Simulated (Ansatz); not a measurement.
## Li11: geometry relaxation

System: Li11, multiplicity 4.
Method: UKS PBE0/def2-SVP (Ansatz 0.2.0).

The geometry: PBE0/def2-SVP start. Figures and captions count atoms from 1; the log counts them from 0 in places.

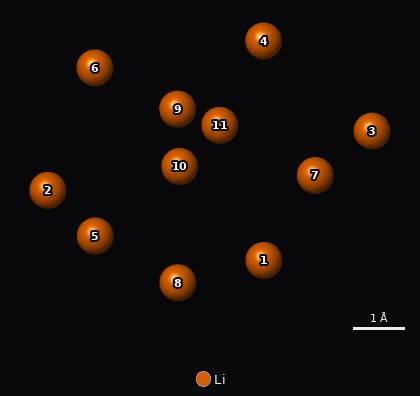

The structure as given in the input (ball-and-stick view, seen at a tilt; atoms are numbered from 1 in the order of the input).

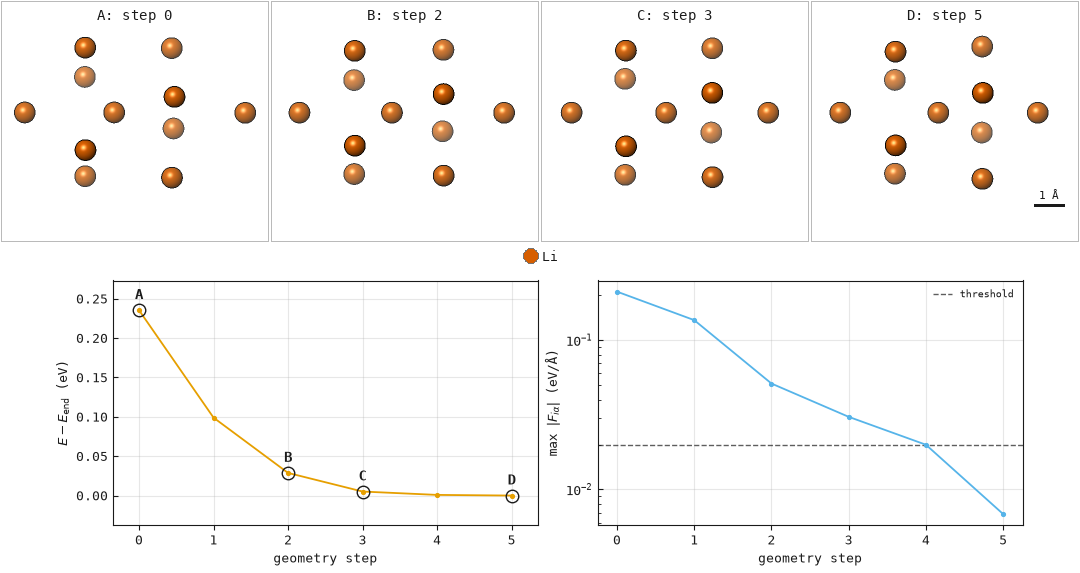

Frames of the relaxation (ball-and-stick view, seen at a tilt) above the curves, on which the letters mark them (the first geometry is step 0 here and step 1 in the log).

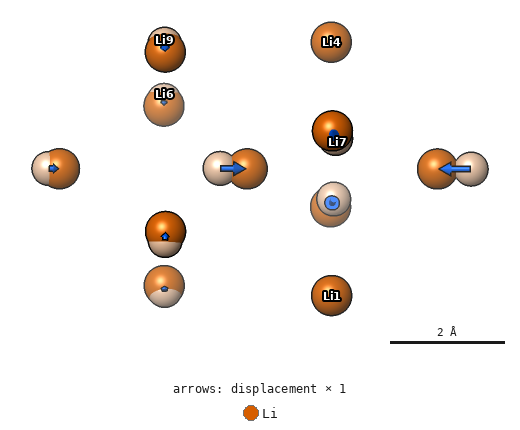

Start (faint) and end (solid) with the displacements as blue arrows, at true length (ball-and-stick view, seen at a tilt). The two geometries are laid on each other by the best rigid fit. After 5 geometry steps the energy has fallen by 0.236 eV. Largest force component: 0.21 eV/Å at the start, 0.0068 eV/Å at the end. Li3 moves most after the best rigid fit: 0.59 Å. (Atoms are counted from 1 in the order of the input.)

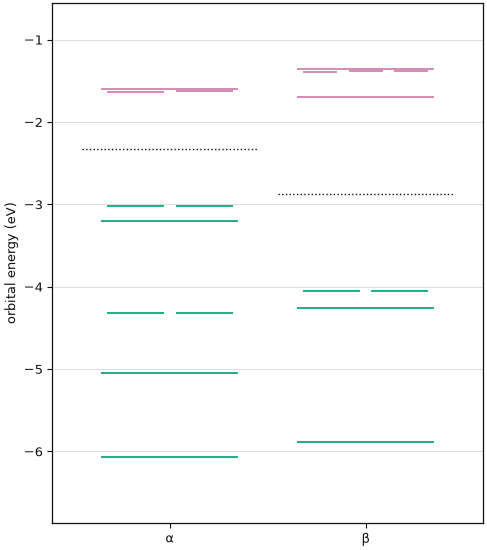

Orbital energies near the frontier for α and β spins; the dotted line parts filled from empty levels, and levels within 0.02 eV of each other stand side by side. α: highest filled −3.02 eV, lowest empty −1.63 eV, 1.39 eV apart; β: highest filled −4.05 eV, lowest empty −1.69 eV, 2.36 eV apart.

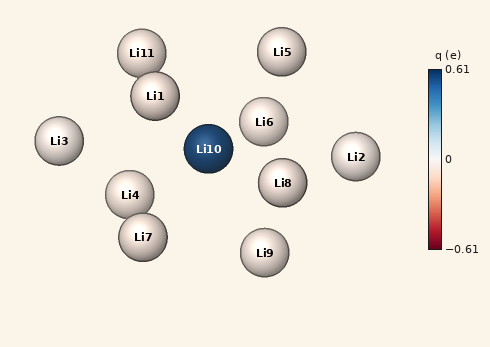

Mulliken charges, as the colour of each atom (ball-and-stick view, seen at a tilt; atoms are numbered from 1 in the order of the input; Mulliken charges depend strongly on the basis). By element: Li −0.06 to +0.58 e.

These pictures come from the run below.

### Input
```yaml
crystal:
  periodic: [false, false, false]
  atoms:
    - {symbol: Li, position_ang: [1.797335, 0.158421, 2.552764]}
    - {symbol: Li, position_ang: [0.214788, -4.232381, -0.255476]}
    - {symbol: Li, position_ang: [4.575407, 1.561806, 1.297801]}
    - {symbol: Li, position_ang: [4.466782, -0.908416, -0.971613]}
    - {symbol: Li, position_ang: [1.306027, -3.171442, 2.499355]}
    - {symbol: Li, position_ang: [3.348128, -3.992657, -0.203206]}
    - {symbol: Li, position_ang: [2.129689, 0.766844, -0.313849]}
    - {symbol: Li, position_ang: [-0.545572, -1.298665, 0.604870]}
    - {symbol: Li, position_ang: [1.564379, -2.143767, -2.185499]}
    - {symbol: Li, position_ang: [1.975996, -1.874683, 0.364060]}
    - {symbol: Li, position_ang: [4.193541, -1.377659, 1.895192]}
basis:
  gaussian: {orbitals: def2-SVP}
magnetization: {spin_polarized: true, initial_magnetization: 3}
hamiltonian: {xc: pbe0}
scf: {omitted_lower_state_checks: [starts]}
output: {orbitals: {seedname: orbitals}}
relax: {f_tol: 0.02, max_steps: 100}
```

Launch command:
```bash
ansatz run in.yaml --threads 4 --pin off --events-out ev --progress --plain --max-ram 3916MiB
```

### What the program printed
```
Functional definition: PBE0
  name "PBE0"
  cite "Adamo & Barone, J. Chem. Phys. 110, 6158 (1999) doi:10.1063/1.478522"
  cite "Perdew, Burke & Ernzerhof, Phys. Rev. Lett. 77, 3865 (1996) doi:10.1103/PhysRevLett.77.3865"
  parent pbe
  parameter a = 0.25
  parameter kappa = 0.804
  parameter beta = 0.06672455060314922
  exchange = (1 - a)*pbe_x(kappa = kappa, mu = beta*pi^2/3) + a*exact_x
  correlation = pbe_c(beta = beta)
these checks for a lower state are left out or cut short: starts
1573 factors; integrals over basis functions are off by at most 1.3e-4 eV
mean field evaluation 1: about -2232.0862 eV, gradient 2.7e1 eV
mean field evaluation 2: about -2212.4929 eV, gradient 3.3e1 eV
mean field evaluation 4: about -2241.2672 eV, gradient 9.9e0 eV
mean field evaluation 8: about -2243.3850 eV, gradient 4.4e-1 eV
mean field evaluation 16: about -2243.3929 eV, gradient 9.0e-3 eV
mean field evaluation 32: about -2243.3929 eV, gradient 5.8e-5 eV
mean field -2243.39290773 eV, -82.4431687328 hartree, gradient 1.8e-5 eV, S^2 3.841206; 0 other end points of the search recorded, 0 dependent functions left out
the calculation of the forces begins
reference -2243.39295859 eV, -82.4431706017 hartree; 18, 15 occupied and 81, 84 virtual orbitals, 1573 factors
relax step   1: F+E_penalty+E_count = -2243.39290773 eV  Δ(F+E_penalty+E_count) = +0.000e0 eV  max|allowed force component| = 2.118e-1 eV/Å  Δτ_max = 0.0000 Å  (58 SCF iters, accepted)
these checks for a lower state are left out or cut short: starts, cluster_reference, orbital_swaps, neighbouring_geometries, increment
1573 factors; integrals over basis functions are off by at most 1.2e-4 eV
mean field -2243.52945465 eV, -82.4481867395 hartree, gradient 1.3e-5 eV, S^2 3.842050; 0 other end points of the search recorded, 0 dependent functions left out
the calculation of the forces begins
reference -2243.52950519 eV, -82.4481885967 hartree; 18, 15 occupied and 81, 84 virtual orbitals, 1573 factors
relax step   2: F+E_penalty+E_count = -2243.52945465 eV  Δ(F+E_penalty+E_count) = -1.365e-1 eV  max|allowed force component| = 1.364e-1 eV/Å  Δτ_max = 0.1939 Å  (58 SCF iters, accepted)
these checks for a lower state are left out or cut short: starts, cluster_reference, orbital_swaps, neighbouring_geometries, increment
1573 factors; integrals over basis functions are off by at most 1.1e-4 eV
mean field -2243.59967218 eV, -82.4507671862 hartree, gradient 1.5e-5 eV, S^2 3.861796; 0 other end points of the search recorded, 0 dependent functions left out
the calculation of the forces begins
reference -2243.59972262 eV, -82.4507690397 hartree; 18, 15 occupied and 81, 84 virtual orbitals, 1573 factors
relax step   3: F+E_penalty+E_count = -2243.59967218 eV  Δ(F+E_penalty+E_count) = -7.022e-2 eV  max|allowed force component| = 5.126e-2 eV/Å  Δτ_max = 0.2000 Å  (57 SCF iters, accepted)
these checks for a lower state are left out or cut short: starts, cluster_reference, orbital_swaps, neighbouring_geometries, increment
1573 factors; integrals over basis functions are off by at most 9.9e-5 eV
mean field evaluation 64: about -2243.6233 eV, gradient 1.1e-5 eV
mean field -2243.62331560 eV, -82.4516360657 hartree, gradient 1.5e-5 eV, S^2 3.860498; 0 other end points of the search recorded, 0 dependent functions left out
the calculation of the forces begins
reference -2243.62336603 eV, -82.4516379190 hartree; 18, 15 occupied and 81, 84 virtual orbitals, 1573 factors
relax step   4: F+E_penalty+E_count = -2243.62331560 eV  Δ(F+E_penalty+E_count) = -2.364e-2 eV  max|allowed force component| = 3.066e-2 eV/Å  Δτ_max = 0.1969 Å  (55 SCF iters, accepted)
these checks for a lower state are left out or cut short: starts, cluster_reference, orbital_swaps, neighbouring_geometries, increment
1573 factors; integrals over basis functions are off by at most 9.7e-5 eV
mean field -2243.62758659 eV, -82.4517930219 hartree, gradient 1.8e-5 eV, S^2 3.862311; 0 other end points of the search recorded, 0 dependent functions left out
the calculation of the forces begins
reference -2243.62763704 eV, -82.4517948756 hartree; 18, 15 occupied and 81, 84 virtual orbitals, 1573 factors
relax step   5: F+E_penalty+E_count = -2243.62758659 eV  Δ(F+E_penalty+E_count) = -4.271e-3 eV  max|allowed force component| = 1.993e-2 eV/Å  Δτ_max = 0.0439 Å  (48 SCF iters, accepted)
these checks for a lower state are left out or cut short: starts, cluster_reference, orbital_swaps, neighbouring_geometries, increment
1573 factors; integrals over basis functions are off by at most 9.4e-5 eV
mean field -2243.62841664 eV, -82.4518235254 hartree, gradient 1.7e-5 eV, S^2 3.862753; 0 other end points of the search recorded, 0 dependent functions left out
the calculation of the forces begins
reference -2243.62846708 eV, -82.4518253793 hartree; 18, 15 occupied and 81, 84 virtual orbitals, 1573 factors
relax step   6: F+E_penalty+E_count = -2243.62841664 eV  Δ(F+E_penalty+E_count) = -8.300e-4 eV  max|allowed force component| = 6.835e-3 eV/Å  Δτ_max = 0.0373 Å  (50 SCF iters, accepted)
these checks for a lower state are left out or cut short: starts
1573 factors; integrals over basis functions are off by at most 9.4e-5 eV
mean field -2243.62841664 eV, -82.4518235254 hartree, gradient 1.7e-5 eV, S^2 3.862753; 0 other end points of the search recorded, 0 dependent functions left out
the calculation of the forces begins
reference -2243.62846708 eV, -82.4518253793 hartree; 18, 15 occupied and 81, 84 virtual orbitals, 1573 factors
Total energy: -2243.62846708 eV, -82.4518253793 hartree
Atom 0 at     1.771077     0.188523     2.584629 Å, force     0.000588    -0.002414    -0.002551 eV/Å
Atom 1 at     0.330734    -4.093347    -0.208325 Å, force    -0.004088    -0.005858    -0.001392 eV/Å
Atom 2 at     4.228000     1.101808     1.172191 Å, force     0.001080     0.001473     0.000366 eV/Å
Atom 3 at     4.496967    -0.899664    -1.015862 Å, force    -0.002851    -0.001045     0.002071 eV/Å
Atom 4 at     1.372082    -3.214160     2.437287 Å, force    -0.002517     0.003061    -0.000111 eV/Å
Atom 5 at     3.303342    -3.984965    -0.113326 Å, force    -0.000115     0.002035    -0.003391 eV/Å
Atom 6 at     1.840546     0.983932    -0.599661 Å, force    -0.000325    -0.002036     0.000365 eV/Å
Atom 7 at    -0.471231    -1.308143     0.465281 Å, force     0.001196    -0.000337     0.003874 eV/Å
Atom 8 at     1.459641    -2.078780    -2.084965 Å, force     0.003767    -0.001449     0.000449 eV/Å
Atom 9 at     2.265904    -1.513517     0.477173 Å, force     0.005244     0.006835     0.001818 eV/Å
Atom 10 at     4.429437    -1.694285     2.169978 Å, force    -0.001979    -0.000265    -0.001497 eV/Å
Dipole moment:    -0.007074    -0.009744    -0.002457 e Å
Checks for a lower state left out: starts
```

### Trajectory as extended XYZ (Å, eV, eV/Å), 6 frames, from step=1 to step=6
```
11
Properties=species:S:1:pos:R:3:forces:R:3 step=1 energy=-2243.39291
Li    1.7973    0.1584    2.5528    0.0189   0.0466   0.0089
Li    0.2148   -4.2324   -0.2555    0.1238   0.1626   0.0468
Li    4.5754    1.5618    1.2978   -0.1588  -0.2118  -0.0560
Li    4.4668   -0.9084   -0.9716    0.0281   0.0434  -0.0065
Li    1.3060   -3.1714    2.4994    0.0354  -0.1186   0.0476
Li    3.3481   -3.9927   -0.2032    0.0239  -0.1114   0.0657
Li    2.1297    0.7668   -0.3138   -0.0762   0.1358  -0.0988
Li   -0.5456   -1.2987    0.6049   -0.0742   0.0153  -0.0990
Li    1.5644   -2.1438   -2.1855   -0.1079   0.0299  -0.0550
Li    1.9760   -1.8747    0.3641    0.0531   0.0877   0.0177
Li    4.1935   -1.3777    1.8952    0.1338  -0.0796   0.1285
11
Properties=species:S:1:pos:R:3:forces:R:3 step=2 energy=-2243.52945
Li    1.8018    0.1575    2.5384    0.0376   0.0161  -0.0287
Li    0.2964   -4.1277   -0.2241    0.0371   0.0471   0.0146
Li    4.4618    1.4100    1.2575   -0.0989  -0.1295  -0.0359
Li    4.4556   -0.9025   -0.9666   -0.0095   0.0351   0.0331
Li    1.3787   -3.2218    2.5109   -0.0122  -0.0492   0.0207
Li    3.3689   -4.0197   -0.1202    0.0024  -0.0535   0.0027
Li    2.0297    0.8397   -0.4122   -0.0426   0.0589  -0.0503
Li   -0.5476   -1.2585    0.5135   -0.0355  -0.0095  -0.0321
Li    1.4922   -2.0742   -2.1834   -0.0424  -0.0063  -0.0227
Li    2.0147   -1.8284    0.3804    0.1046   0.1364   0.0396
Li    4.2742   -1.4870    1.9902    0.0594  -0.0456   0.0589
11
Properties=species:S:1:pos:R:3:forces:R:3 step=3 energy=-2243.59967
Li    1.8635    0.1924    2.5062   -0.0440  -0.0092   0.0295
Li    0.3125   -4.1145   -0.2153    0.0118   0.0159   0.0039
Li    4.3543    1.2696    1.2178   -0.0286  -0.0377  -0.0110
Li    4.4553   -0.8423   -0.9174    0.0093  -0.0310  -0.0412
Li    1.3751   -3.2532    2.4560   -0.0117   0.0055   0.0385
Li    3.3105   -4.0255   -0.1014    0.0316  -0.0104  -0.0196
Li    1.9356    0.9230   -0.5101   -0.0429   0.0343  -0.0424
Li   -0.5166   -1.3063    0.4553   -0.0183   0.0198   0.0157
Li    1.4379   -2.0870   -2.1247    0.0142   0.0073  -0.0250
Li    2.1361   -1.6776    0.4309    0.0423   0.0513   0.0100
Li    4.3623   -1.5910    2.0870    0.0362  -0.0456   0.0415
11
Properties=species:S:1:pos:R:3:forces:R:3 step=4 energy=-2243.62332
Li    1.8081    0.1767    2.5388   -0.0229   0.0084   0.0299
Li    0.3565   -4.0593   -0.1988   -0.0115  -0.0145  -0.0045
Li    4.2373    1.1173    1.1743    0.0073   0.0089   0.0036
Li    4.4633   -0.8827   -0.9677    0.0223  -0.0103  -0.0307
Li    1.3583   -3.2030    2.4751    0.0040  -0.0081  -0.0120
Li    3.3363   -3.9922   -0.1380   -0.0121  -0.0016   0.0093
Li    1.8294    0.9695   -0.6045    0.0165  -0.0078   0.0151
Li   -0.4897   -1.2849    0.4905    0.0011  -0.0097  -0.0103
Li    1.4837   -2.0729   -2.1151   -0.0117  -0.0043   0.0070
Li    2.2230   -1.5732    0.4636    0.0156   0.0211   0.0040
Li    4.4204   -1.7079    2.1662   -0.0086   0.0180  -0.0115
11
Properties=species:S:1:pos:R:3:forces:R:3 step=5 energy=-2243.62759
Li    1.7798    0.1832    2.5708   -0.0025  -0.0003   0.0027
Li    0.3426   -4.0777   -0.2041   -0.0091  -0.0124  -0.0030
Li    4.2332    1.1098    1.1738    0.0033   0.0040   0.0014
Li    4.4857   -0.8967   -1.0029    0.0017  -0.0021  -0.0030
Li    1.3676   -3.2132    2.4529    0.0008   0.0004  -0.0028
Li    3.3162   -3.9909   -0.1210   -0.0020   0.0014   0.0012
Li    1.8461    0.9800   -0.5946   -0.0009  -0.0075   0.0018
Li   -0.4806   -1.2995    0.4715    0.0007  -0.0010   0.0001
Li    1.4648   -2.0761   -2.0977    0.0000  -0.0007   0.0008
Li    2.2446   -1.5434    0.4701    0.0147   0.0199   0.0053
Li    4.4265   -1.6881    2.1655   -0.0068  -0.0016  -0.0045
11
Properties=species:S:1:pos:R:3:forces:R:3 step=6 energy=-2243.62842
Li    1.7711    0.1885    2.5846    0.0006  -0.0024  -0.0026
Li    0.3307   -4.0933   -0.2083   -0.0041  -0.0059  -0.0014
Li    4.2280    1.1018    1.1722    0.0011   0.0015   0.0004
Li    4.4970   -0.8997   -1.0159   -0.0029  -0.0010   0.0021
Li    1.3721   -3.2142    2.4373   -0.0025   0.0031  -0.0001
Li    3.3033   -3.9850   -0.1133   -0.0001   0.0020  -0.0034
Li    1.8405    0.9839   -0.5997   -0.0003  -0.0020   0.0004
Li   -0.4712   -1.3081    0.4653    0.0012  -0.0003   0.0039
Li    1.4596   -2.0788   -2.0850    0.0038  -0.0014   0.0004
Li    2.2659   -1.5135    0.4772    0.0052   0.0068   0.0018
Li    4.4294   -1.6943    2.1700   -0.0020  -0.0003  -0.0015
```

### Key numbers

```tsv
quantity	value
outcome	converged
total energy	−2243.6285 eV
⟨S²⟩	3.863
SCF solution under orbital rotations	stable
HOMO (either spin)	−3.02 eV
LUMO (either spin)	−1.69 eV
largest force (length of the vector) at the end	0.009 eV/Å
dipole moment	0.06 D
hardware	4 threads of Arm Neoverse V2, 95 GiB of memory available, shared host
wall time	35 s (CPU time 2.2 min)
peak memory	0.38 GiB
```
